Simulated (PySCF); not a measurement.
# GaH₃: a look at the electrons, part 2 of 3

Aim: take GaH₃ and analyse its density (charges, bond critical points, surface potential), pull one bond apart with RHF, UHF and CASSCF, localise its valence orbitals and compute its lowest excited states.

PySCF 2.14.0; Gaussian basis, gas phase. The steps go on from the part before.

## Step 4: Stretching a bond (aug-cc-pvdz)

Contents of input.py:

```python
import numpy as np
from pyscf import gto, scf, mcscf

mol = gto.M(atom='''
Ga     0.00000     0.00000     0.00000
H      0.06972     1.56493     0.00000
H      1.32042    -0.84284     0.00000
H     -1.39011    -0.72209     0.00000
''', basis='aug-cc-pvdz', charge=0, spin=0, verbose=4)
# stretch the bond between atoms 1 and 4, from long to short, fragments rigid
a, b, move = 0, 3, [3]
xyz = mol.atom_coords(unit='Angstrom')
u = xyz[b] - xyz[a]
r0 = np.linalg.norm(u)
rows, last, dm_u = [], None, None
for r in [4.28, 3.37, 2.75, 2.37, 2.07, 1.84, 1.68, 1.53, 1.41]:
    new = xyz.copy()
    new[move] += u / r0 * (r - r0)
    m = mol.set_geom_(new, unit='Angstrom', inplace=False)
    rhf = scf.RHF(m).density_fit(auxbasis='def2-universal-jkfit').run()
    uhf = scf.UHF(m).density_fit(auxbasis='def2-universal-jkfit').newton()
    if dm_u is None:
        c = rhf.mo_coeff
        h = m.nelectron // 2 - 1
        ca, cb = c.copy(), c.copy()
        ca[:, h], cb[:, h] = (c[:, h] + c[:, h + 1]) / 2**.5, (c[:, h] - c[:, h + 1]) / 2**.5
        dm_u = np.array([x[:, :h + 1] @ x[:, :h + 1].T for x in (ca, cb)])
    uhf.kernel(dm0=dm_u)
    for _ in range(3):
        c, _, stable, _ = uhf.stability(return_status=True)
        if stable:
            break
        uhf.kernel(c, uhf.mo_occ)
    dm_u = uhf.make_rdm1()
    mc = mcscf.CASSCF(rhf, 2, 2)
    mc.natorb = True
    mc.fix_spin_(ss=0)
    guess = mcscf.addons.make_natural_orbitals(uhf)[1] if last is None else mcscf.project_init_guess(mc, last.mo_coeff, last.mol)
    mc.kernel(guess)
    last = mc
    act = slice(mc.ncore, mc.ncore + mc.ncas)
    print('r %.3f  RHF %.6f  UHF %.6f  <S^2> %.3f  CASSCF %.6f  occupations' % (r, rhf.e_tot, uhf.e_tot, uhf.spin_square()[0], mc.e_tot), mc.mo_occ[act].round(4))
    rows.append((new, rhf.e_tot, uhf.e_tot, uhf.spin_square()[0], mc.e_tot, mc.mo_occ[act], mc.mo_coeff[:, act], dm_u[0] - dm_u[1], rhf.converged and uhf.converged and mc.converged))
    np.savez('result.npz', **{k: [row[i] for row in rows] for i, k in enumerate('xyz rhf uhf s2 cas occ c spin ok'.split())})
```

On the command line:

```
> OMP_NUM_THREADS=1 python input.py
```

Standard output:

```text
[ENV] PYSCF_TMPDIR <dir>
[ENV] PYSCF_MAX_MEMORY 1375
[INPUT] verbose = 4
[INPUT] num. atoms = 4
[INPUT] num. electrons = 34
[INPUT] charge = 0
[INPUT] spin (= nelec alpha-beta = 2S) = 0
[INPUT] symmetry False subgroup None
[INPUT] Mole.unit = angstrom
[INPUT] Symbol           X                Y                Z      unit          X                Y                Z       unit  Magmom
[INPUT]  1 Ga     0.000000000000   0.000000000000   0.000000000000 AA    0.000000000000   0.000000000000   0.000000000000 Bohr   0.0
[INPUT]  2 H      0.069720000000   1.564930000000   0.000000000000 AA    0.131751705405   2.957289104116   0.000000000000 Bohr   0.0
[INPUT]  3 H      1.320420000000  -0.842840000000   0.000000000000 AA    2.495232169398  -1.592736766828   0.000000000000 Bohr   0.0
[INPUT]  4 H     -1.390110000000  -0.722090000000   0.000000000000 AA   -2.626927183019  -1.364552337287   0.000000000000 Bohr   0.0

nuclear repulsion = 32.0017210153979
number of shells = 24
number of NR pGTOs = 119
number of NR cGTOs = 63
basis = aug-cc-pvdz
ecp = {}
New geometry
   1 Ga     0.000000000000   0.000000000000   0.000000000000 AA    0.000000000000   0.000000000000   0.000000000000 Bohr
   2 H      0.069720000000   1.564930000000   0.000000000000 AA    0.131751705405   2.957289104116   0.000000000000 Bohr
   3 H      1.320420000000  -0.842840000000   0.000000000000 AA    2.495232169398  -1.592736766828   0.000000000000 Bohr
   4 H     -3.798145563838  -1.972939501328   0.000000000000 AA   -7.177454896885  -3.728315317846   0.000000000000 Bohr

******** <class 'pyscf.df.df_jk.DFRHF'> ********
method = DFRHF
initial guess = minao
damping factor = 0
level_shift factor = 0
DIIS = <class 'pyscf.scf.diis.CDIIS'>
diis_start_cycle = 1
diis_space = 8
diis_damp = 0
SCF conv_tol = 1e-09
SCF conv_tol_grad = None
SCF max_cycles = 50
direct_scf = False
Set gradient conv threshold to 3.16228e-05
Initial guess from minao.
******** <class 'pyscf.df.df.DF'> ********
auxbasis = def2-universal-jkfit
init E= -1923.94469299954
[... the frontier-level lines of each cycle are left out ...]
cycle= 1 E= -1924.61951979553  delta_E= -0.675  |g|= 0.285  |ddm|=  1.2
cycle= 2 E= -1924.57071355685  delta_E= 0.0488  |g|= 0.331  |ddm|= 1.38
cycle= 3 E= -1924.7105254547  delta_E= -0.14  |g|= 0.0798  |ddm|= 0.953
cycle= 4 E= -1924.71703720837  delta_E= -0.00651  |g|= 0.0172  |ddm|= 0.155
cycle= 5 E= -1924.71733645851  delta_E= -0.000299  |g|= 0.00272  |ddm|= 0.0543
cycle= 6 E= -1924.71734668205  delta_E= -1.02e-05  |g|= 0.000651  |ddm|= 0.0168
cycle= 7 E= -1924.71734755122  delta_E= -8.69e-07  |g|= 0.000175  |ddm|= 0.0065
cycle= 8 E= -1924.71734758842  delta_E= -3.72e-08  |g|= 2.91e-05  |ddm|= 0.00102
cycle= 9 E= -1924.71734758926  delta_E= -8.45e-10  |g|= 4.37e-06  |ddm|= 9.78e-05
Extra cycle  E= -1924.71734758927  delta_E= -6.14e-12  |g|= 1.79e-06  |ddm|= 1.88e-05
converged SCF energy = -1924.71734758927

******** <class 'pyscf.soscf.newton_ah.SecondOrderDFUHF'> ********
method = SecondOrderDFUHF
initial guess = minao
damping factor = 0
level_shift factor = 0
DIIS = <class 'pyscf.scf.diis.CDIIS'>
diis_start_cycle = 1
diis_space = 8
diis_damp = 0
SCF conv_tol = 1e-09
SCF conv_tol_grad = None
SCF max_cycles = 50
direct_scf = False
number electrons alpha = 17  beta = 17
******** <class 'pyscf.df.df_jk.DFUHF'> Newton solver flags ********
SCF tol = 1e-09
conv_tol_grad = None
max. SCF cycles = 50
direct_scf = False
max_cycle_inner = 12
max_stepsize = 0.05
ah_start_tol = 1e+09
ah_level_shift = 0
ah_conv_tol = 1e-12
ah_lindep = 1e-14
ah_start_cycle = 1
ah_max_cycle = 40
ah_grad_trust_region = 2.5
kf_interval = 4
kf_trust_region = 5
canonicalization = True
Set conv_tol_grad to 3.16228e-05
******** <class 'pyscf.df.df.DF'> ********
auxbasis = def2-universal-jkfit
Initial guess E= -1924.81741063327  |g|= 0.05884
macro= 0  E= -1924.82658303201  delta_E= -0.0091724  |g|= 0.0104255  3 KF 9 JK
macro= 1  E= -1924.82659591592  delta_E= -1.28839e-05  |g|= 0.000300065  2 KF 8 JK
macro= 2  E= -1924.82659591593  delta_E= -3.86535e-12  |g|= 1.11636e-05  1 KF 2 JK
Canonicalize SCF orbitals
macro X = 3  E=-1924.82659591593  |g|= 1.11636e-05  total 7 KF 23 JK
converged SCF energy = -1924.82659591593  <S^2> = 0.99701243  2S+1 = 2.2333942
uhf_internal: lowest eigs of H = [0.13430294 0.31573405 0.33612482]
<class 'pyscf.soscf.newton_ah.SecondOrderDFUHF'> wavefunction is stable in the internal stability analysis

******** <class 'pyscf.mcscf.df.DFCASSCF'> ********
CAS (1e+1e, 2o), ncore = 16, nvir = 45
max_cycle_macro = 50
max_cycle_micro = 4
conv_tol = 1e-07
conv_tol_grad = None
orbital rotation max_stepsize = 0.02
orbital rotation threshold for CI restart = 0.01
augmented hessian ah_max_cycle = 30
augmented hessian ah_conv_tol = 1e-12
augmented hessian ah_linear dependence = 1e-14
augmented hessian ah_level shift = 1e-08
augmented hessian ah_start_tol = 2.5
augmented hessian ah_start_cycle = 3
augmented hessian ah_grad_trust_region = 3
kf_trust_region = 3
kf_interval = 4
ci_response_space = 4
ci_grad_trust_region = 3
with_dep4 0
natorb = True
canonicalization = True
sorting_mo_energy = False
ao2mo_level = 2
internal_rotation = False
******** <class 'pyscf.fci.addons.SpinPenaltyFCISolver'> ********
max. cycles = 50
conv_tol = 1e-08
davidson only = True
linear dependence = 1e-12
level shift = 0.001
max iter space = 12
nroots = 1
pspace_size = 400
spin = None
DFCASCI/DFCASSCF: density fitting for JK matrix and 2e integral transformation
...
cycle= 7 E= -1924.91980368314  delta_E= -1.28e-10  |g|= 2.32e-06  |ddm|= 7.38e-05
Extra cycle  E= -1924.91980368313  delta_E= 1.18e-11  |g|= 7.97e-07  |ddm|= 7.78e-06
converged SCF energy = -1924.91980368313

******** <class 'pyscf.soscf.newton_ah.SecondOrderDFUHF'> ********
method = SecondOrderDFUHF
initial guess = minao
damping factor = 0
level_shift factor = 0
DIIS = <class 'pyscf.scf.diis.CDIIS'>
diis_start_cycle = 1
diis_space = 8
diis_damp = 0
SCF conv_tol = 1e-09
SCF conv_tol_grad = None
SCF max_cycles = 50
direct_scf = False
number electrons alpha = 17  beta = 17
******** <class 'pyscf.df.df_jk.DFUHF'> Newton solver flags ********
SCF tol = 1e-09
conv_tol_grad = None
max. SCF cycles = 50
direct_scf = False
max_cycle_inner = 12
max_stepsize = 0.05
ah_start_tol = 1e+09
ah_level_shift = 0
ah_conv_tol = 1e-12
ah_lindep = 1e-14
ah_start_cycle = 1
ah_max_cycle = 40
ah_grad_trust_region = 2.5
kf_interval = 4
kf_trust_region = 5
canonicalization = True
Set conv_tol_grad to 3.16228e-05
******** <class 'pyscf.df.df.DF'> ********
auxbasis = def2-universal-jkfit
Initial guess E= -1924.91965797625  |g|= 0.0117128
macro= 0  E= -1924.91980368311  delta_E= -0.000145707  |g|= 0.000645647  2 KF 7 JK
macro= 1  E= -1924.9198036831  delta_E= 1.75078e-11  |g|= 1.02669e-05  1 KF 2 JK
Canonicalize SCF orbitals
macro X = 2  E=-1924.9198036831  |g|= 1.02669e-05  total 4 KF 12 JK
converged SCF energy = -1924.9198036831  <S^2> = -1.0658141e-14  2S+1 = 1
uhf_internal: lowest eigs of H = [0.46609879 0.48472607 0.64553679]
<class 'pyscf.soscf.newton_ah.SecondOrderDFUHF'> wavefunction is stable in the internal stability analysis

******** <class 'pyscf.mcscf.df.DFCASSCF'> ********
CAS (1e+1e, 2o), ncore = 16, nvir = 45
max_cycle_macro = 50
max_cycle_micro = 4
conv_tol = 1e-07
conv_tol_grad = None
orbital rotation max_stepsize = 0.02
orbital rotation threshold for CI restart = 0.01
augmented hessian ah_max_cycle = 30
augmented hessian ah_conv_tol = 1e-12
augmented hessian ah_linear dependence = 1e-14
augmented hessian ah_level shift = 1e-08
augmented hessian ah_start_tol = 2.5
augmented hessian ah_start_cycle = 3
augmented hessian ah_grad_trust_region = 3
kf_trust_region = 3
kf_interval = 4
ci_response_space = 4
ci_grad_trust_region = 3
with_dep4 0
natorb = True
canonicalization = True
sorting_mo_energy = False
ao2mo_level = 2
internal_rotation = False
******** <class 'pyscf.fci.addons.SpinPenaltyFCISolver'> ********
max. cycles = 50
conv_tol = 1e-08
davidson only = True
linear dependence = 1e-12
level shift = 0.001
max iter space = 12
nroots = 1
pspace_size = 400
spin = None
DFCASCI/DFCASSCF: density fitting for JK matrix and 2e integral transformation
CASCI E = -1924.91208748650  S^2 = 0.0000000
Set conv_tol_grad to 0.000316228
macro iter   1 ( 12 JK    4 micro), CASSCF E = -1924.93201489584  dE = -1.99274093e-02  S^2 = 0.0000000
               |grad[o]|=0.734  |grad[c]|=0.0182  |ddm|=0.0192  |maxRot[o]|=0.0273
macro iter   2 ( 10 JK    3 micro), CASSCF E = -1924.93201974305  dE = -4.84721249e-06  S^2 = 0.0000000
               |grad[o]|=0.00313  |grad[c]|=6.1e-05  |ddm|=0.000769  |maxRot[o]|=0.00604
macro iter   3 (  3 JK    1 micro), CASSCF E = -1924.93201974591  dE = -2.85513124e-09  S^2 = 0.0000000
               |grad[o]|=3.7e-05  |grad[c]|=1.75e-05  |ddm|=1.61e-05  |maxRot[o]|=9.9e-05
1-step CASSCF converged in   3 macro ( 25 JK   8 micro) steps
CASSCF canonicalization
Natural occ [1.98336669 0.01663331]
Natural orbital (expansion on meta-Lowdin AOs) in CAS space
               #1        #2
0 Ga 1s         -0.00127  -0.00078
0 Ga 2s         -0.00568  -0.00301
0 Ga 3s          0.03542   0.01893
0 Ga 4s          0.33329   0.51014
0 Ga 5s         -0.03077   0.07159
0 Ga 6s         -0.00469   0.02048
0 Ga 2px        -0.00045  -0.00012
0 Ga 2py        -0.00024  -0.00006
0 Ga 2pz        -0.00000  -0.00000
0 Ga 3px         0.00496   0.00033
0 Ga 3py         0.00257   0.00017
0 Ga 3pz        -0.00000   0.00000
0 Ga 4px        -0.48423  -0.43748
0 Ga 4py        -0.25153  -0.22725
0 Ga 4pz        -0.00000  -0.00001
0 Ga 5px         0.05666   0.01614
0 Ga 5py         0.02943   0.00838
0 Ga 5pz        -0.00000  -0.00000
0 Ga 6px         0.02501   0.00452
0 Ga 6py         0.01299   0.00235
0 Ga 6pz        -0.00000  -0.00001
0 Ga 3dxy        0.03363   0.01164
0 Ga 3dyz        0.00000  -0.00000
0 Ga 3dz^2      -0.03082  -0.01454
0 Ga 3dxz        0.00000  -0.00000
0 Ga 3dx2-y2     0.02364   0.00818
0 Ga 4dxy        0.01691   0.05384
0 Ga 4dyz       -0.00000   0.00000
0 Ga 4dz^2      -0.00450  -0.01751
0 Ga 4dxz       -0.00000   0.00000
0 Ga 4dx2-y2     0.01188   0.03784
0 Ga 5dxy        0.01934   0.10552
0 Ga 5dyz        0.00000   0.00000
0 Ga 5dz^2      -0.00184  -0.03992
0 Ga 5dxz        0.00000   0.00000
0 Ga 5dx2-y2     0.01359   0.07416
1 H 1s          -0.10179  -0.11541
1 H 2s          -0.00914   0.03682
1 H 3s           0.00151   0.03559
1 H 2px          0.00690   0.02711
1 H 2py          0.00361   0.00895
1 H 2pz          0.00000   0.00000
1 H 3px          0.01082   0.03457
1 H 3py         -0.00387   0.00045
1 H 3pz          0.00000   0.00000
2 H 1s          -0.10179  -0.11541
2 H 2s          -0.00914   0.03682
2 H 3s           0.00151   0.03559
2 H 2px          0.00692   0.02291
2 H 2py          0.00357   0.01703
2 H 2pz          0.00000   0.00000
2 H 3px          0.00305   0.02025
2 H 3py          0.01108   0.02802
2 H 3pz          0.00000   0.00000
3 H 1s           0.74514  -0.61787
3 H 2s          -0.04038   0.12318
3 H 3s          -0.00399  -0.15651
3 H 2px          0.04041  -0.08080
3 H 2py          0.02099  -0.04197
3 H 2pz          0.00000   0.00000
3 H 3px         -0.01051  -0.03496
3 H 3py         -0.00546  -0.01816
3 H 3pz         -0.00000  -0.00000
<CAS-nat-orb|mo-hf>  17     15       0.54557979
<CAS-nat-orb|mo-hf>  17     16       0.83245610
<CAS-nat-orb|mo-hf>  18     54       0.44190173
CASSCF energy = -1924.93201974591
CASCI E = -1924.93201974591  E(CI) = -1.56231311733745  S^2 = 0.0000000
r 1.410  RHF -1924.919804  UHF -1924.919804  <S^2> -0.000  CASSCF -1924.932020  occupations [1.9834 0.0166]
```

Wall time 58 s (1 thread of Arm Neoverse V2, shared host); peak memory 0.2 GiB.

## Step 5: What the saved matrices give

Energies in eV, each from its own lowest point:

```csv
Ga1–H4 (Å),RHF,UHF,CASSCF,⟨S²⟩ (UHF),unpaired electrons (CASSCF)
4.28,5.75,2.77,3.15,1.00,1.85
3.37,4.41,2.71,2.88,0.93,1.07
2.75,3.00,2.44,2.19,0.69,0.30
2.37,1.91,1.87,1.45,0.23,0.09
2.07,0.99,0.99,0.74,0.00,0.03
1.84,0.36,0.36,0.23,0.00,0.01
1.68,0.06,0.06,0.00,0.00,0.01
1.53,0.00,0.00,0.00,0.00,0.00
1.41,0.24,0.24,0.27,0.00,0.00
```

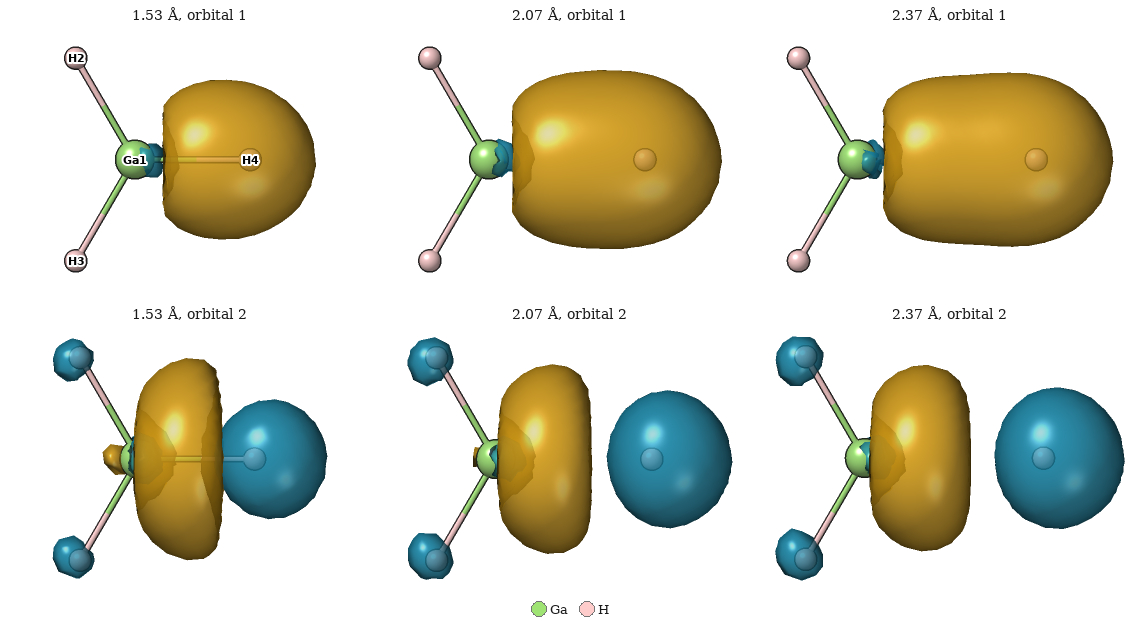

Rigid stretch of the Ga1–H4 bond. The two CASSCF(2,2) natural orbitals nearest half filling (orbital 1 the more occupied).

**How do the occupations change along the stretch?**

1.53 Å: 1.98 and 0.02; 2.07 Å: 1.94 and 0.06; 2.37 Å: 1.89 and 0.11. At the longest distance computed (4.28 Å) they are 1.20 and 0.81, and the effective number of unpaired electrons is 1.9.

**Where does the UHF solution part from RHF?**

Between 2.07 Å (⟨S²⟩ = 0, the two coincide) and 2.37 Å (⟨S²⟩ = 0.23); at 4.28 Å ⟨S²⟩ is 1.00 and UHF lies 3.0 eV below RHF.

**How much energy does the stretch cost?**

By CASSCF, 3.1 eV from the lowest point of the scan (1.53 Å) to 4.28 Å; RHF gives 5.7 eV from its own lowest point. The fragments aren't relaxed and dynamic correlation is missing, so this isn't a bond dissociation energy.

## Step 6: Localised orbitals (B3LYP/def2-tzvp)

Contents of input.py:

```python
import numpy as np
from pyscf import gto, scf, dft, lo
from pyscf.data.elements import chemcore

def solve(mol, dm0=None, hcore=None):
    mf = (dft.UKS if mol.spin else dft.RKS)(mol, xc='b3lyp')
    mf.grids.level = 3
    mf = mf.density_fit(auxbasis='def2-universal-jkfit')
    mf.conv_tol, mf.max_cycle = 1e-8, 80
    if hcore is not None:
        mf.get_hcore = lambda *args: hcore
    mf.kernel(dm0)
    if not mf.converged:
        mf = mf.newton().run(mf.mo_coeff, mf.mo_occ, max_cycle=30)
    assert mf.converged, 'SCF not converged'
    return mf

mol = gto.M(atom='''
Ga     0.00000     0.00000     0.00000
H      0.06972     1.56493     0.00000
H      1.32042    -0.84284     0.00000
H     -1.39011    -0.72209     0.00000
''', basis='def2-tzvp', charge=0, spin=0, verbose=4)
mf = solve(mol)
occ_all = mf.mo_coeff[:, mf.mo_occ > 0]
occ = occ_all[:, chemcore(mol):]
loc = lo.ibo.ibo(mol, occ, iaos=lo.iao.iao(mol, occ_all))
fock, s = mf.get_fock(), mf.get_ovlp()
ortho = lo.orth_ao(mol, 'meta_lowdin')
ortho = lo.vec_lowdin(lo.iao.iao(mol, occ_all), s)
labels = lo.iao.reference_mol(mol).ao_labels(fmt=None)
vir = lo.vvo.livvo(mol, occ_all, mf.mo_coeff[:, mf.mo_occ == 0])
both = np.hstack([loc, vir])
p = (ortho.T @ s @ both) ** 2
pop = np.array([p[[l[0] == a for l in labels]].sum(0) for a in range(mol.natm)])
spd = np.array([[p[[l[0] == a and l[2][-1] == k for l in labels]].sum(0) for k in 'spd'] for a in range(mol.natm)])
eps = np.einsum('pi,pq,qi->i', both, fock, both)
for i in np.argsort(eps):
    top = np.argsort(-pop[:, i])[:3]
    print('%3d %s %9.4f Eh ' % (i + 1, 'occ' if i < loc.shape[1] else 'vir', eps[i]), '  '.join('%s%d %.3f' % (mol.atom_symbol(a), a + 1, pop[a, i]) for a in top))
np.savez('result.npz', c=both, nocc=loc.shape[1], pop=pop, spd=spd, eps=eps, e=mf.e_tot)
```

On the command line:

```
> OMP_NUM_THREADS=1 python input.py
```

Standard output:

```text
[ENV] PYSCF_TMPDIR <dir>
[ENV] PYSCF_MAX_MEMORY 1375
[INPUT] verbose = 4
[INPUT] num. atoms = 4
[INPUT] num. electrons = 34
[INPUT] charge = 0
[INPUT] spin (= nelec alpha-beta = 2S) = 0
[INPUT] symmetry False subgroup None
[INPUT] Mole.unit = angstrom
[INPUT] Symbol           X                Y                Z      unit          X                Y                Z       unit  Magmom
[INPUT]  1 Ga     0.000000000000   0.000000000000   0.000000000000 AA    0.000000000000   0.000000000000   0.000000000000 Bohr   0.0
[INPUT]  2 H      0.069720000000   1.564930000000   0.000000000000 AA    0.131751705405   2.957289104116   0.000000000000 Bohr   0.0
[INPUT]  3 H      1.320420000000  -0.842840000000   0.000000000000 AA    2.495232169398  -1.592736766828   0.000000000000 Bohr   0.0
[INPUT]  4 H     -1.390110000000  -0.722090000000   0.000000000000 AA   -2.626927183019  -1.364552337287   0.000000000000 Bohr   0.0

nuclear repulsion = 32.0017210153979
number of shells = 28
number of NR pGTOs = 124
number of NR cGTOs = 66
basis = def2-tzvp
ecp = {}

******** <class 'pyscf.df.df_jk.DFRKS'> ********
method = DFRKS
initial guess = minao
damping factor = 0
level_shift factor = 0
DIIS = <class 'pyscf.scf.diis.CDIIS'>
diis_start_cycle = 1
diis_space = 8
diis_damp = 0
SCF conv_tol = 1e-08
SCF conv_tol_grad = None
SCF max_cycles = 80
direct_scf = False
XC library pyscf.dft.libxc version 7.0.0
    S. Lehtola, C. Steigemann, M. J.T. Oliveira, and M. A.L. Marques.,  SoftwareX 7, 1–5 (2018)
XC functionals = b3lyp
    P. J. Stephens, F. J. Devlin, C. F. Chabalowski, and M. J. Frisch.,  J. Phys. Chem. 98, 11623 (1994)
radial grids:
    Treutler-Ahlrichs [JCP 102, 346 (1995); DOI:10.1063/1.469408] (M4) radial grids

becke partition: Becke, JCP 88, 2547 (1988); DOI:10.1063/1.454033
pruning grids: <function nwchem_prune at 0xf3e575ee3600>
grids dens level: 3
symmetrized grids: False
atomic radii adjust function: <function treutler_atomic_radii_adjust at 0xf3e575f18540>
small_rho_cutoff = 0
Set gradient conv threshold to 0.0001
[... 1 set-up line as earlier in the session ...]
tot grids = 50328
******** <class 'pyscf.df.df.DF'> ********
auxbasis = def2-universal-jkfit
init E= -1926.00846341196
  HOMO = -0.316202663260412  LUMO = -0.086521748688364  gap/eV = 6.24994
cycle= 1 E= -1926.63055802747  delta_E= -0.622  |g|= 0.769  |ddm|= 1.42
  HOMO = -0.31505612084986  LUMO = -0.0970974592969105  gap/eV = 5.93096
cycle= 2 E= -1926.59460371742  delta_E= 0.036  |g|= 1.04  |ddm|= 0.735
  HOMO = -0.304357744310646  LUMO = -0.0771841871513681  gap/eV = 6.18171
cycle= 3 E= -1926.67770024969  delta_E= -0.0831  |g|= 0.0122  |ddm|= 0.43
  HOMO = -0.309414443336354  LUMO = -0.0777032554578332  gap/eV = 6.30518
cycle= 4 E= -1926.67775588172  delta_E= -5.56e-05  |g|= 0.00348  |ddm|= 0.018
  HOMO = -0.309373249751903  LUMO = -0.0781411870786251  gap/eV = 6.29214
cycle= 5 E= -1926.67775881888  delta_E= -2.94e-06  |g|= 0.000685  |ddm|= 0.00433
  HOMO = -0.309216393153435  LUMO = -0.0780120350073776  gap/eV = 6.29139
cycle= 6 E= -1926.67775890881  delta_E= -8.99e-08  |g|= 1.61e-05  |ddm|= 0.000725
  HOMO = -0.309219618696362  LUMO = -0.0780148791093325  gap/eV = 6.29140
cycle= 7 E= -1926.67775890889  delta_E= -8.3e-11  |g|= 1.16e-06  |ddm|= 2.97e-05
  HOMO = -0.309219763615966  LUMO = -0.0780151311130908  gap/eV = 6.29140
Extra cycle  E= -1926.67775890889  delta_E= 3.64e-12  |g|= 8.96e-07  |ddm|= 1.99e-06
converged SCF energy = -1926.67775890889
 Iterative localization: IB/P4/2x2, 7 iter; Final gradient 2.09e-09
 Iterative localization: IB/P4/2x2, 8 iter; Final gradient 1.40e-09
  2 occ   -0.8348 Eh  Ga1 1.000  H2 0.000  H4 0.000
  1 occ   -0.8347 Eh  Ga1 1.000  H2 0.000  H4 0.000
  3 occ   -0.8289 Eh  Ga1 1.000  H2 0.000  H4 0.000
  4 occ   -0.8288 Eh  Ga1 1.000  H2 0.000  H4 0.000
  5 occ   -0.8228 Eh  Ga1 1.000  H2 0.000  H4 0.000
  7 occ   -0.3668 Eh  H4 0.564  Ga1 0.432  H3 0.002
  6 occ   -0.3668 Eh  H2 0.564  Ga1 0.432  H3 0.002
  8 occ   -0.3668 Eh  H3 0.564  Ga1 0.432  H2 0.002
 11 vir   -0.0769 Eh  Ga1 1.000  H3 0.000  H2 0.000
  9 vir    0.1616 Eh  Ga1 0.571  H3 0.425  H4 0.002
 10 vir    0.1616 Eh  Ga1 0.571  H2 0.425  H4 0.002
 12 vir    0.1616 Eh  Ga1 0.571  H4 0.425  H2 0.002
```

Run time: 2.4 s. Hardware: 1 thread of Arm Neoverse V2, shared host; peak memory 0.25 GiB.

(Continued in part 3 of 3.)
